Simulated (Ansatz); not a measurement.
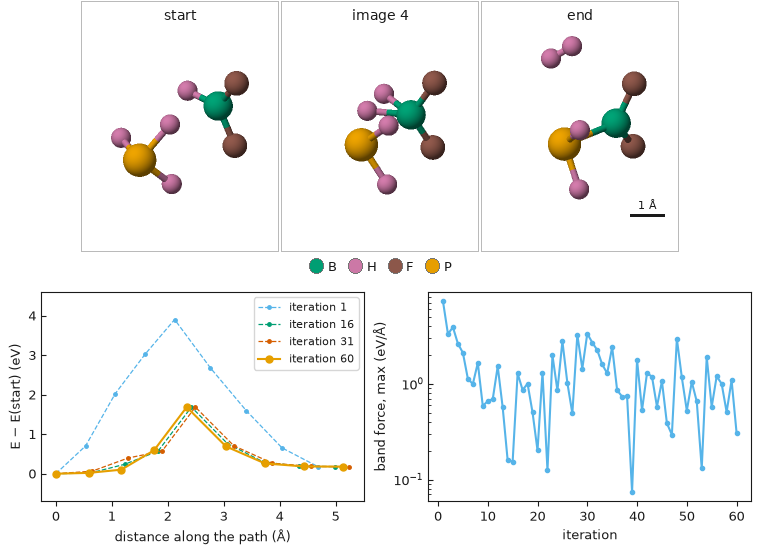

A nudged-elastic-band calculation for BPH4F2, made up at the start of BHF2 and PH3. Images are numbered from 0 (start) to 8 (end). The plot follows the band through its iterations. A ball-and-stick model, seen from a free direction.

Method: RKS PBE0/def2-SVP in Ansatz. Set-up: 7 movable images; climbing image; force threshold 0.05 eV/Å; iteration limit 60; starting path through a guess of the saddle point.

### Did the band converge, and can the barrier be trusted?

The result isn't final. The band hadn't converged when the run stopped after 60 iterations. The largest component of the band force went from 7.3 to 0.31 eV/Å. The barrier read from it is provisional, though the highest image hardly moved in the last two iterations. The first iteration put the highest image at 3.90 eV. The energy climbs by 1.69 eV to image 4 and then falls by 1.51 eV, so the end point sits at +0.18 eV.

Limits of the set-up: the start holds two separate molecules, 2.9 Å apart at their closest, whose relative position is a soft coordinate and is computed without a dispersion correction.
